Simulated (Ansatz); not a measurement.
One crystal and one scan (frozen-phonon scan) at two levels, PBE (plane waves to 420 eV, PAW, scalar-relativistic; Ansatz, a quantum-chemistry and plane-wave program) and r2SCAN (plane waves to 500 eV, PAW, scalar-relativistic; Ansatz), each from its own relaxed cell and on its own mesh. The cell shown is that of PBE.

Relaxed InP (zinc blende):

```yaml
crystal:
  lattice:
    - [0.00000, 5.95980, 5.95980]
    - [2.97990, 2.97990, 5.95980]
    - [2.97990, 2.97990, 0.00000]
  atoms:
    - { symbol: P, position: [0.00000, 0.75000, 0.75000] }
    - { symbol: P, position: [0.50000, 0.75000, 0.75000] }
    - { symbol: In, position: [0.00000, 0.00000, 0.00000] }
    - { symbol: In, position: [0.50000, 0.00000, 0.00000] }
```

A phonon eigenvector at X = (0.5, 0.5, 0.0) is frozen into this cell: atom i moves by Q times the vector below, so Q is the largest atomic displacement, in Å. The cell is held. (q is in reciprocal vectors of the primitive cell; the cell shown is doubled to hold the pattern.)

| atom | x | y | z |
|---|---|---|---|
| P1 | 0.000 | 0.000 | 1.000 |
| P2 | 0.000 | 0.000 | -1.000 |

Atoms not listed stay in place.

InP was relaxed with its symmetry unable to fall. The PAW data are Ansatz's earlier set. Percentages come from the unrounded values.

```
quantity                                                                                    PBE  r2SCAN     PBE − r2SCAN
----------------------------------------------------------------------------------------  -----  ------  ---------------
Lattice constant a (Å)                                                                    5.960   5.907  +0.053 (+0.9 %)
Harmonic wavenumber from the curvature (finite differences) (cm⁻¹ (negative: imaginary))    306     324     -18 (-5.4 %)
```

PBE gives the higher value for: lattice constant a. PBE gives the lower value for: harmonic wavenumber from the curvature. Both give the same shape of the curve: a single well with its minimum at or next to zero displacement.

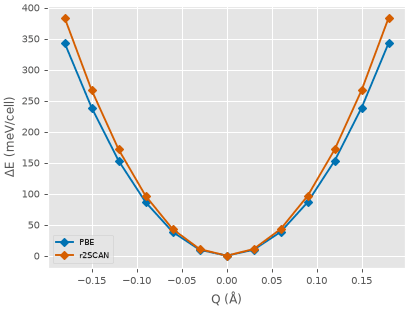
Figure: ΔE, each from the undisplaced structure of its own level.

(For displaced atoms, the force is minus the slope of the energy, and its curvature is a force constant, which sets phonon frequencies.)
